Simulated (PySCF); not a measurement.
CH7NTe, SMILES `CN.[TeH2]`.

PySCF calculation, HF/def2-SVP, gas phase; geometry: GFN2-xTB. Core potentials replace the inner electrons of Te; spin–orbit coupling isn't included. GFN2-xTB bond lengths at metals and heavier atoms can be off by up to 0.1 Å and shapes distorted, which carries into these values.

Input script:

```python
import numpy as np
from pyscf import gto, scf, dft
from pyscf.scf import atom_ks, atom_hf
from scipy.linalg import block_diag
from pyscf.dispersion import dftd3

def solve(mol, dm0=None, hcore=None):
    mf = scf.UHF(mol) if mol.spin else scf.RHF(mol)
    mf = mf.density_fit(auxbasis='def2-universal-jkfit')
    mf.conv_tol, mf.max_cycle = 1e-8, 80
    if hcore is not None:
        mf.get_hcore = lambda *args: hcore
    mf.kernel(dm0)
    if not mf.converged:
        mf = mf.newton().run(mf.mo_coeff, mf.mo_occ, max_cycle=30)
    assert mf.converged, 'SCF not converged'
    return mf

mol = gto.M(atom='''
C      2.72972     0.54823     0.09322
N      1.96215    -0.67054    -0.10214
H      3.81221     0.41375    -0.01837
H      2.52532     0.93141     1.09139
H      2.39269     1.28782    -0.63096
H      2.24445    -1.37397     0.57265
H      2.13882    -1.05005    -1.02633
Te    -0.78066    -0.00613     0.03141
H     -0.31610     0.90395    -1.25550
H     -2.31661     0.61001    -0.21053
''', basis='def2-svp', ecp={'Te': 'def2-svp'}, charge=0, spin=0, verbose=4)
mol_a = gto.M(atom='''
C      2.72972     0.54823     0.09322
N      1.96215    -0.67054    -0.10214
H      3.81221     0.41375    -0.01837
H      2.52532     0.93141     1.09139
H      2.39269     1.28782    -0.63096
H      2.24445    -1.37397     0.57265
H      2.13882    -1.05005    -1.02633
ghost-Te    -0.78066    -0.00613     0.03141
ghost-H     -0.31610     0.90395    -1.25550
ghost-H     -2.31661     0.61001    -0.21053
''', basis='def2-svp', charge=0, spin=0, verbose=4)
mol_b = gto.M(atom='''
ghost-C      2.72972     0.54823     0.09322
ghost-N      1.96215    -0.67054    -0.10214
ghost-H      3.81221     0.41375    -0.01837
ghost-H      2.52532     0.93141     1.09139
ghost-H      2.39269     1.28782    -0.63096
ghost-H      2.24445    -1.37397     0.57265
ghost-H      2.13882    -1.05005    -1.02633
Te    -0.78066    -0.00613     0.03141
H     -0.31610     0.90395    -1.25550
H     -2.31661     0.61001    -0.21053
''', basis='def2-svp', ecp={'Te': 'def2-svp'}, charge=0, spin=0, verbose=4)
ab, a, b = solve(mol), solve(mol_a), solve(mol_b)
e_int = ab.e_tot - a.e_tot - b.e_tot
print('counterpoise-corrected interaction energy / kcal/mol', e_int * 627.5095)
def disp(atoms, charge):
    m = gto.M(atom=atoms, charge=charge, basis='sto-3g', spin=None, unit='Bohr', verbose=0)
    return dftd3.DFTD3Dispersion(m, xc='hf', version='d3bj').get_dispersion()['energy']
e_disp = disp(mol._atom, mol.charge) - disp(mol._atom[:7], mol_a.charge) - disp(mol._atom[7:], mol_b.charge)
print('D3(BJ) part / kcal/mol', e_disp * 627.5095)
# spherically averaged free atoms, for the promolecule
atm = scf.atom_hf.get_atm_nrhf(mol)
pro = block_diag(*[(atm[a[0]][2] * atm[a[0]][3]) @ atm[a[0]][2].T for a in mol._atom])
np.savez('result.npz', e_int=e_int, e_disp=e_disp, dm_a=a.make_rdm1(), dm_b=b.make_rdm1(), c=ab.mo_coeff, occ=ab.mo_occ, eps=ab.mo_energy, pro=pro, d=[f.dip_moment(verbose=0) for f in (ab, a, b)])
```

Launched as:

```sh
OMP_NUM_THREADS=1 python input.py
```

The run took 3.5 s on 1 thread of Intel(R) Xeon(R) Processor @ 2.50GHz (Skylake/Cascade Lake) (shared host), peak memory 0.18 GiB.

Partitions, critical points and surface values were worked out afterwards from this run's density.

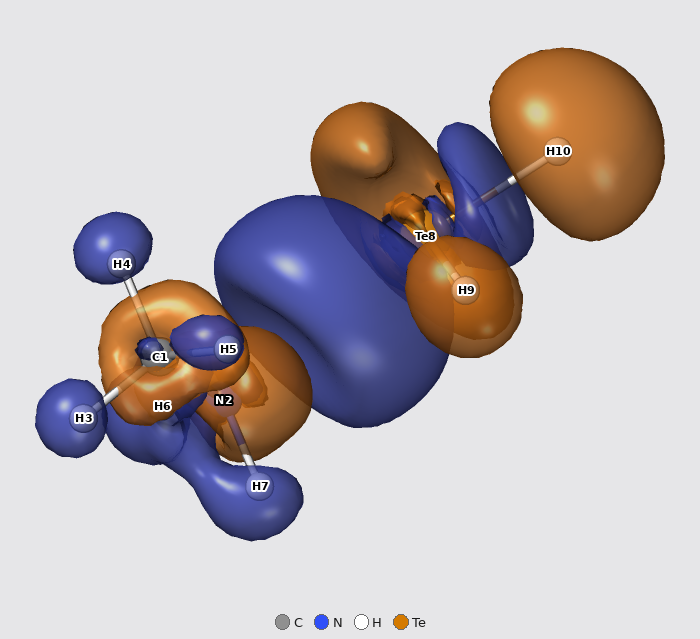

Density of the complex less the densities of the two fragments at the same geometry, ±0.004 e/Å³ (orange: gain, blue: loss). Fragment A: H5CN (atoms 1–7); fragment B: TeH2.

Which way does charge flow?

Answer. Hirshfeld charges show 0.043 e passing from A to B. By Hirshfeld charges, electrons gather most on H10 (−0.050 e) and leave Te8 most (+0.019 e); 0.17 e is displaced in all, which induces a dipole of 1.68 D.

What is the interaction energy, and which contacts carry it?

Answer. The counterpoise-corrected interaction energy of the frozen fragments is +1.1 kcal/mol without dispersion correction and −5.3 kcal/mol with D3(BJ). The pair geometry is semi-empirical, not a minimum at this level. Contacts: N2···Te8, 2.83 Å, ρ = 0.025 a.u. The pose is a local one from a semi-empirical search, not shown to be the most stable.
